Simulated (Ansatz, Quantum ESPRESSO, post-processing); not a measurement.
# Work function of Ru(0001), 4 layers, one monolayer of C on top sites, part 5 of 6

Wanted: work functions and the surface dipole of Ru(0001), 4 layers, one monolayer of C on top sites at several levels, with their cost.

Quantum ESPRESSO 7.5; plane-wave DFT, PBE, GBRV ultrasoft pseudopotentials; geometry and cross-check by Ansatz 0.2.0 with PAW datasets.

So far. Step 8 (Self-consistent run: RPBE, GBRV ultrasoft): The upper face goes from 7.056 eV (PBE, GBRV) to 6.982 eV, a change of -0.074 eV. Step 9 (Self-consistent run: PBEsol, GBRV ultrasoft): The upper face goes from 7.056 eV (PBE, GBRV) to 7.104 eV, a change of +0.048 eV.

### Step 10. Self-consistent run: PBE, SG15 norm-conserving

Level of this step: plane-wave DFT, PBE, SG15 norm-conserving pseudopotentials (Quantum ESPRESSO 7.5).

Contents of sg15-pbe.in:

```
&control
  prefix = 'sg15-pbe'
  outdir = './out'
  pseudo_dir = './pseudo'
  calculation = 'scf'
  tprnfor = .true.
/
&system
  ibrav = 0
  nat = 5
  ntyp = 2
  ecutwfc = 60
  ecutrho = 240
  occupations = 'smearing'
  smearing = 'mv'
  degauss = 0.02
  assume_isolated = 'esm'
  esm_bc = 'bc1'
/
&electrons
  conv_thr = 1e-07
  mixing_beta = 0.4
  electron_maxstep = 120
  mixing_mode = 'local-TF'
/
ATOMIC_SPECIES
  Ru  101.0700  Ru_ONCV_PBE-1.2.upf
  C   12.0110  C_ONCV_PBE-1.2.upf
CELL_PARAMETERS angstrom
  2.69999999998962 0.00000000000000 0.00000000000000
  1.34999999999481 2.33826859020899 0.00000000000000
  0.00000000000000 0.00000000000000 25.41520000000000
ATOMIC_POSITIONS crystal
  Ru  0.666666666667 0.666666666667 -0.163573760378
  Ru  0.000000000000 0.000000000000 -0.079435134678
  Ru  0.666666666667 0.666666666667 0.002852266177
  Ru  0.000000000000 0.000000000000 0.096629075333
  C   -0.000000000000 0.000000000000 0.163573760378
K_POINTS automatic
  12 12 1 0 0 0
```

Started as:

```sh
$ OMP_NUM_THREADS=1 mpirun -n 4 pw.x -nk 4 -in sg15-pbe.in > sg15-pbe.out
```

The log of the run:

```text
[banner, memory and clock lines left out]
Program PWSCF v.7.5 starts
[citation notice left out]

[...]
Message from routine setup:
[...]
bravais-lattice index     =            0
     lattice parameter (alat)  =       5.1023  a.u.
     unit-cell volume          =    1082.8001 (a.u.)^3
     number of atoms/cell      =            5
     number of atomic types    =            2
     number of electrons       =        68.00
     number of Kohn-Sham states=           41
     kinetic-energy cutoff     =      60.0000  Ry
     charge density cutoff     =     240.0000  Ry
     scf convergence threshold =      1.0E-07
     mixing beta               =       0.4000
     number of iterations used =            8  local-TF  mixing
     Exchange-correlation= PBE
                           (   1   4   3   4   0   0   0)

     Effective Screening Medium Method
     Boundary Conditions: Vacuum-Slab-Vacuum
     total charge in unit cell        =   0.0000
     grid points for fit at edges     =        4

[...]
PseudoPot. # 1 for Ru read from file:
     ./pseudo/Ru_ONCV_PBE-1.2.upf
     Pseudo is Norm-conserving, Zval = 16.0
     Generated using ONCVPSP code by D. R. Hamann
     Using radial grid of  602 points,  6 beta functions with:
                l(1) =   0
                l(2) =   0
                l(3) =   1
                l(4) =   1
                l(5) =   2
                l(6) =   2

     PseudoPot. # 2 for C  read from file:
     ./pseudo/C_ONCV_PBE-1.2.upf
     Pseudo is Norm-conserving, Zval =  4.0
     Generated using ONCVPSP code by D. R. Hamann
     Using radial grid of  602 points,  4 beta functions with:
                l(1) =   0
                l(2) =   0
                l(3) =   1
                l(4) =   1

     atomic species   valence    mass     pseudopotential
     Ru               16.00   101.07000     Ru( 1.00)
     C                 4.00    12.01100     C ( 1.00)

      6 Sym. Ops. (no inversion) found

[...]
number of k points=    19  Marzari-Vanderbilt smearing, width (Ry)=  0.0200
[...]
Dense  grid:    68229 G-vectors     FFT dimensions: (  25,  25, 240)

     Initial potential from superposition of free atoms

     starting charge      67.7485, renormalised to      68.0000

     negative rho (up, down):  1.858E-04 0.000E+00
     Starting wfcs are random

     per-process dynamical memory:    73.6 Mb

     Self-consistent Calculation

     iteration #  1     ecut=    60.00 Ry     beta= 0.40
     Davidson diagonalization with overlap
     c_bands:  2 eigenvalues not converged
     c_bands:  1 eigenvalues not converged
     c_bands:  2 eigenvalues not converged
     c_bands:  1 eigenvalues not converged
     ethr =  1.00E-02,  avg # of iterations = 39.9

     Threshold (ethr) on eigenvalues was too large:
     Diagonalizing with lowered threshold

     Davidson diagonalization with overlap
     c_bands:  1 eigenvalues not converged
     ethr =  6.46E-04,  avg # of iterations = 13.5

     total energy              =    -765.60383311 Ry
     estimated scf accuracy    <       0.34504819 Ry

     iteration #  2     ecut=    60.00 Ry     beta= 0.40
[...]
total energy              =    -765.57524817 Ry
     estimated scf accuracy    <       0.24688223 Ry

     iteration #  3     ecut=    60.00 Ry     beta= 0.40
[...]
total energy              =    -765.55570414 Ry
     estimated scf accuracy    <       0.14534414 Ry

     iteration #  4     ecut=    60.00 Ry     beta= 0.40
[...]
c_bands:  2 eigenvalues not converged
[...]
total energy              =    -765.65250707 Ry
     estimated scf accuracy    <       0.05314864 Ry

     iteration #  5     ecut=    60.00 Ry     beta= 0.40
[...]
total energy              =    -765.65598547 Ry
     estimated scf accuracy    <       0.03150581 Ry

     iteration #  6     ecut=    60.00 Ry     beta= 0.40
[...]
total energy              =    -765.65468426 Ry
     estimated scf accuracy    <       0.01584378 Ry

[...]
iteration # 31     ecut=    60.00 Ry     beta= 0.40
[...]
total energy              =    -765.66208974 Ry
     estimated scf accuracy    <       0.00000076 Ry

     iteration # 32     ecut=    60.00 Ry     beta= 0.40
[...]
total energy              =    -765.66207232 Ry
     estimated scf accuracy    <       0.00000014 Ry

     iteration # 33     ecut=    60.00 Ry     beta= 0.40
[...]
c_bands:  3 eigenvalues not converged
[...]
total energy              =    -765.66207672 Ry
     estimated scf accuracy    <       0.00000056 Ry

     iteration # 34     ecut=    60.00 Ry     beta= 0.40
[...]
End of self-consistent calculation

          k = 0.0000 0.0000 0.0000 (  8567 PWs)   bands (ev):

   -79.4283 -79.0204 -78.8520 -78.7996 -49.7034 -49.1485 -48.9788 -48.9788
   -48.8898 -48.6624 -48.5718 -48.5718 -48.3869 -48.3869 -48.3780 -48.3780
   -17.2315 -13.4861 -12.2722 -11.9478 -11.7042  -9.6921  -8.9374  -8.9374
    -8.6652  -8.5999  -8.5999  -8.0773  -8.0773  -7.9636  -7.9636  -7.9554
    -7.0572  -7.0572  -6.5571  -6.5571  -6.3364  -5.4743  -5.4741  -5.1103
    -4.9711

          k = 0.0000 0.0962 0.0000 (  8533 PWs)   bands (ev):

   -79.4203 -79.0136 -78.8451 -78.7925 -49.6875 -49.1525 -49.0376 -48.9921
   -48.8678 -48.6762 -48.6122 -48.5834 -48.4355 -48.4287 -48.3986 -48.3899
   -17.1118 -13.2415 -12.0457 -11.7354 -11.4762  -9.7508  -9.1478  -8.8339
    -8.7491  -8.6902  -8.4609  -8.2855  -8.1168  -7.8934  -7.8871  -7.7821
    -7.3653  -7.1368  -6.8352  -6.6008  -6.4748  -5.9180  -5.5061  -4.9434
    -4.9191

[...]
the Fermi energy is    -6.0959 ev

!    total energy              =    -765.66206592 Ry
     estimated scf accuracy    <       0.00000004 Ry
     smearing contrib. (-TS)   =       0.00254544 Ry
     internal energy E=F+TS    =    -765.66461135 Ry

     The total energy is F=E-TS. E is the sum of the following terms:
     one-electron contribution =   14963.90428963 Ry
     hartree contribution      =   -7506.96747131 Ry
     xc contribution           =     -82.47800683 Ry
     ewald contribution        =   -8140.12342284 Ry

     convergence has been achieved in  34 iterations

     Forces acting on atoms (cartesian axes, Ry/au):

     atom    1 type  1   force =     0.00000000    0.00000000    0.02256288
     atom    2 type  1   force =     0.00000000    0.00000000   -0.02128076
     atom    3 type  1   force =     0.00000000    0.00000000   -0.00108611
     atom    4 type  1   force =     0.00000000    0.00000000    0.00675863
     atom    5 type  2   force =     0.00000000    0.00000000   -0.00627547

     Total force =     0.032376     Total SCF correction =     0.002154

[...]
```

Wall time 2.4 min (4 MPI ranks of Arm Neoverse V2, shared host); peak memory 0.53 GiB.

Numbers from this step:

* free energy: -10417.3631 eV
* Fermi energy: -6.096 eV
* vacuum line at the lower end of the cell, over the Fermi level: 5.124 eV
* vacuum line at the upper end of the cell, over the Fermi level: 7.068 eV

The potential energy, planar mean oscillates, so the rows of the table below give means over windows of 2.22 Å about each position, cut where the curve ends. Its maxima inside the range that stand out by 2 % of the span (Å: eV): -3.1: -1.92, -0.9: -2.50, 1.3: -0.115, 3.5: -1.06. Its minima: -4.1: -34.6, -2.0: -35.2, 0.1: -34.8, 2.4: -34.9, 4.1: -12.0.

Electrostatic potential energy of an electron; zero at the Fermi level. Table of potential energy, planar mean by z; means over each step:

```tsv
z (Å)	potential energy, planar mean (eV)
-11.60	5.12
-9.38	5.12
-7.16	5.03
-4.94	-10.6
-2.72	-16.2
-0.50	-16.3
1.72	-13.7
3.94	-5.13
6.16	6.79
8.38	7.07
10.60	7.07
```

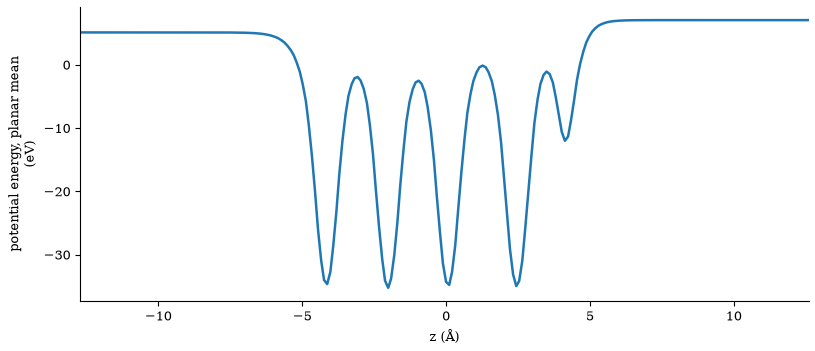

Potential energy, planar mean against z.

The upper face goes from 7.056 eV (PBE, GBRV) to 7.068 eV, a change of +0.012 eV, a small one, from the pseudopotentials and their cutoffs.

### Step 11. Self-consistent run: no dipole correction

What happens without any correction? The same slab is run as a plain periodic cell.

Level of this step: plane-wave DFT, PBE, GBRV ultrasoft pseudopotentials (Quantum ESPRESSO 7.5).

Contents of nodip.in:

```
&control
  prefix = 'nodip'
  outdir = './out'
  pseudo_dir = './pseudo'
  calculation = 'scf'
  tprnfor = .true.
/
&system
  ibrav = 0
  nat = 5
  ntyp = 2
  ecutwfc = 40
  ecutrho = 200
  occupations = 'smearing'
  smearing = 'mv'
  degauss = 0.02
/
&electrons
  conv_thr = 1e-07
  mixing_beta = 0.4
  electron_maxstep = 120
  mixing_mode = 'local-TF'
/
ATOMIC_SPECIES
  Ru  101.0700  ru_pbe_v1.2.uspp.F.UPF
  C   12.0110  c_pbe_v1.2.uspp.F.UPF
CELL_PARAMETERS angstrom
  2.69999999998962 0.00000000000000 0.00000000000000
  1.34999999999481 2.33826859020899 0.00000000000000
  0.00000000000000 0.00000000000000 25.41520000000000
ATOMIC_POSITIONS crystal
  Ru  0.666666666667 0.666666666667 0.326576222100
  Ru  0.000000000000 0.000000000000 0.410714847800
  Ru  0.666666666667 0.666666666667 0.493002248655
  Ru  0.000000000000 0.000000000000 0.586779057811
  C   -0.000000000000 0.000000000000 0.653723742856
K_POINTS automatic
  12 12 1 0 0 0
```

Started as:

```sh
$ OMP_NUM_THREADS=1 mpirun -n 4 pw.x -nk 4 -in nodip.in > nodip.out
```

The log of the run:

```text
[banner, memory and clock lines left out]
Program PWSCF v.7.5 starts
[citation notice left out]

[...]
Message from routine setup:
[...]
bravais-lattice index     =            0
     lattice parameter (alat)  =       5.1023  a.u.
     unit-cell volume          =    1082.8001 (a.u.)^3
     number of atoms/cell      =            5
     number of atomic types    =            2
     number of electrons       =        68.00
     number of Kohn-Sham states=           41
     kinetic-energy cutoff     =      40.0000  Ry
     charge density cutoff     =     200.0000  Ry
     scf convergence threshold =      1.0E-07
     mixing beta               =       0.4000
     number of iterations used =            8  local-TF  mixing
     Exchange-correlation= SLA  PW   PBE  PBE
                           (   1   4   3   4   0   0   0)

[...]
PseudoPot. # 1 for Ru read from file:
     ./pseudo/ru_pbe_v1.2.uspp.F.UPF
     Pseudo is Ultrasoft + core correction, Zval = 16.0
     Generated by new atomic code, or converted to UPF format
     Using radial grid of  967 points,  6 beta functions with:
                l(1) =   0
                l(2) =   0
                l(3) =   1
                l(4) =   1
                l(5) =   2
                l(6) =   2
     Q(r) pseudized with  8 coefficients,  rinner =    1.300   1.300   1.300
                                                       1.300   1.300

     PseudoPot. # 2 for C  read from file:
     ./pseudo/c_pbe_v1.2.uspp.F.UPF
     Pseudo is Ultrasoft + core correction, Zval =  4.0
     Generated by new atomic code, or converted to UPF format
     Using radial grid of  721 points,  4 beta functions with:
                l(1) =   0
                l(2) =   0
                l(3) =   1
                l(4) =   1
     Q(r) pseudized with  8 coefficients,  rinner =    1.100   1.100   1.100

     atomic species   valence    mass     pseudopotential
     Ru               16.00   101.07000     Ru( 1.00)
     C                 4.00    12.01100     C ( 1.00)

      6 Sym. Ops. (no inversion) found

[...]
number of k points=    19  Marzari-Vanderbilt smearing, width (Ry)=  0.0200
[...]
Dense  grid:    51901 G-vectors     FFT dimensions: (  24,  24, 225)

     Smooth grid:    37003 G-vectors     FFT dimensions: (  24,  24, 200)

     Initial potential from superposition of free atoms

     starting charge      63.9999, renormalised to      68.0000

     negative rho (up, down):  3.250E-01 0.000E+00
     Starting wfcs are   56 randomized atomic wfcs

     per-process dynamical memory:    58.7 Mb

     Self-consistent Calculation

     iteration #  1     ecut=    40.00 Ry     beta= 0.40
     Davidson diagonalization with overlap
     ethr =  1.00E-02,  avg # of iterations =  7.1

     negative rho (up, down):  3.400E-01 0.000E+00

     total energy              =    -789.04899190 Ry
     estimated scf accuracy    <     307.00925970 Ry

     iteration #  2     ecut=    40.00 Ry     beta= 0.40
[...]
negative rho (up, down):  3.508E-01 0.000E+00

[...]
total energy              =    -785.77045154 Ry
     estimated scf accuracy    <      95.45372908 Ry

     iteration #  3     ecut=    40.00 Ry     beta= 0.40
[...]
negative rho (up, down):  3.398E-01 0.000E+00

[...]
total energy              =    -788.13291829 Ry
     estimated scf accuracy    <      20.01006723 Ry

     iteration #  4     ecut=    40.00 Ry     beta= 0.40
[...]
negative rho (up, down):  3.375E-01 0.000E+00

[...]
total energy              =    -787.91900817 Ry
     estimated scf accuracy    <       2.40342180 Ry

     iteration #  5     ecut=    40.00 Ry     beta= 0.40
[...]
negative rho (up, down):  3.384E-01 0.000E+00

[...]
total energy              =    -788.01814618 Ry
     estimated scf accuracy    <       9.16017228 Ry

     iteration #  6     ecut=    40.00 Ry     beta= 0.40
[...]
negative rho (up, down):  3.370E-01 0.000E+00

[...]
total energy              =    -788.13703033 Ry
     estimated scf accuracy    <       0.07832260 Ry

[...]
iteration # 23     ecut=    40.00 Ry     beta= 0.40
[...]
negative rho (up, down):  3.170E-01 0.000E+00

[...]
total energy              =    -788.14252461 Ry
     estimated scf accuracy    <       0.00000220 Ry

     iteration # 24     ecut=    40.00 Ry     beta= 0.40
[...]
negative rho (up, down):  3.168E-01 0.000E+00

[...]
total energy              =    -788.14252396 Ry
     estimated scf accuracy    <       0.00000528 Ry

     iteration # 25     ecut=    40.00 Ry     beta= 0.40
[...]
negative rho (up, down):  3.168E-01 0.000E+00

[...]
total energy              =    -788.14252466 Ry
     estimated scf accuracy    <       0.00000104 Ry

     iteration # 26     ecut=    40.00 Ry     beta= 0.40
[...]
negative rho (up, down):  3.167E-01 0.000E+00

[...]
End of self-consistent calculation

          k = 0.0000 0.0000 0.0000 (  4609 PWs)   bands (ev):

   -68.5938 -68.1741 -67.9884 -67.9763 -38.8648 -38.3291 -38.1375 -38.1375
   -38.0518 -37.8168 -37.7296 -37.7296 -37.5377 -37.5377 -37.5327 -37.5327
    -6.3911  -2.6550  -1.4362  -1.1097  -0.8645   1.1495   1.9109   1.9109
     2.1816   2.2447   2.2447   2.7735   2.7735   2.8835   2.8835   2.8869
     3.7813   3.7813   4.2825   4.2825   4.4996   5.3750   5.3750   5.7298
     5.8770

          k = 0.0000 0.0962 0.0000 (  4591 PWs)   bands (ev):

   -68.5859 -68.1673 -67.9815 -67.9692 -38.8489 -38.3296 -38.2016 -38.1508
   -38.0280 -37.8311 -37.7695 -37.7413 -37.5865 -37.5834 -37.5494 -37.5447
    -6.2711  -2.4105  -1.2097  -0.8978  -0.6365   1.0905   1.6982   2.0100
     2.0983   2.1531   2.3831   2.5629   2.7301   2.9499   2.9624   3.0646
     3.4701   3.7017   4.0065   4.2382   4.3699   4.9220   5.3428   5.9029
     5.9295

[...]
the Fermi energy is     4.7470 ev

!    total energy              =    -788.14252472 Ry
     estimated scf accuracy    <       0.00000006 Ry
     smearing contrib. (-TS)   =       0.00256574 Ry
     internal energy E=F+TS    =    -788.14509047 Ry

     The total energy is F=E-TS. E is the sum of the following terms:
     one-electron contribution =   -8438.97474410 Ry
     hartree contribution      =    4224.73814368 Ry
     xc contribution           =    -107.01132118 Ry
     ewald contribution        =    3533.10283113 Ry

     convergence has been achieved in  26 iterations

     negative rho (up, down):  3.167E-01 0.000E+00

     Forces acting on atoms (cartesian axes, Ry/au):

     atom    1 type  1   force =     0.00000000    0.00000000    0.02382254
     atom    2 type  1   force =     0.00000000    0.00000000   -0.02164003
     atom    3 type  1   force =     0.00000000    0.00000000   -0.00173998
     atom    4 type  1   force =     0.00000000    0.00000000   -0.00147740
     atom    5 type  2   force =     0.00000000    0.00000000    0.00103487

     Total force =     0.032281     Total SCF correction =     0.001565

[...]
```

Wall time 55 s (4 MPI ranks); peak memory 0.51 GiB; 3.6 min of CPU time.

### Step 12. Electrostatic potential

Contents of nodip.pot.in:

```
&inputpp
  prefix = 'nodip'
  outdir = './out'
  filplot = 'nodip.pot.dat'
  plot_num = 11
/
```

Started as:

```sh
$ OMP_NUM_THREADS=1 mpirun -n 4 pp.x -in nodip.pot.in > nodip.pot.out
```

Run time: 0.83 s. Hardware: 4 MPI ranks; peak memory 0.1 GiB.

The potential energy, planar mean oscillates, so the rows of the table below give means over windows of 2.15 Å about each position, cut where the curve ends. Its maxima inside the range that stand out by 2 % of the span (Å: eV): 9.4: -1.87, 11.5: -2.49, 13.8: -0.188, 15.9: -1.11. Its minima: 8.2: -48.2, 10.4: -48.8, 12.5: -49.0, 14.9: -49.1, 16.6: -9.93.

Electrostatic potential energy of an electron; zero at the Fermi level. The potential energy, planar mean by z; means over each step:

```tsv
z (Å)	potential energy, planar mean (eV)
1.07	5.86
3.22	5.57
5.37	5.17
7.52	-14.4
9.67	-20.3
11.82	-20.9
13.97	-15.8
16.12	-9.81
18.27	6.17
20.42	6.68
22.57	6.39
24.72	6.13
```

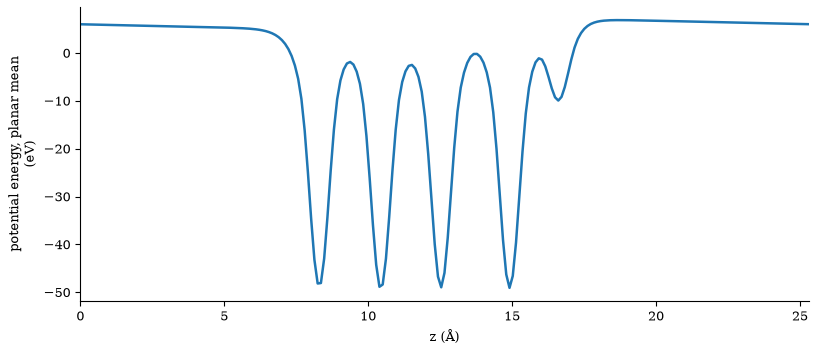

Potential energy, planar mean against z.

The vacuum now slopes by 135 meV/Å: the images' field stands in it, and it also polarises the slab.

### Step 13. All levels side by side

All levels:

```tsv
level	upper face (eV)	lower face (eV)	dipole (e Å)	CPU time (s)
QE PBE GBRV, sawtooth	7.063	5.13	-0.06743	3539
QE PBE GBRV, ESM bc1	7.056	5.136	-	650.3
QE RPBE GBRV ultrasoft, ESM bc1	6.982	4.958	-	623.2
QE PBEsol GBRV ultrasoft, ESM bc1	7.104	5.254	-	625.3
QE PBE SG15 norm-conserving, ESM bc1	7.068	5.124	-	578.9
QE PBE GBRV, periodic uncorrected (sloping vacuum, so no single level)	6.419	5.662	-	218.1
Ansatz PBE PAW, sawtooth (time of the whole relaxation)	7.026	5.095	-0.06738	93.91
```

The times are CPU seconds on a shared host; the codes use unlike cutoffs, datasets and smearings, so their times compare unlike work.

(Part 5 of 6 ends here.)

[Logs are printed without paths, hosts, clocks, repeated set-up lines and the standing remarks that a program may print on its own settings, such as how far it seeks lower states.]

[Hosts, paths, dates, database ids (printed as entryN), source tags and the programs' standing remarks are cut or masked in the printed files.]

[Maps of the electrostatic potential energy from Ansatz leave out the sawtooth potential of an applied field or a dipole correction, so their vacuum need not be flat; planar profiles and work functions include it.]
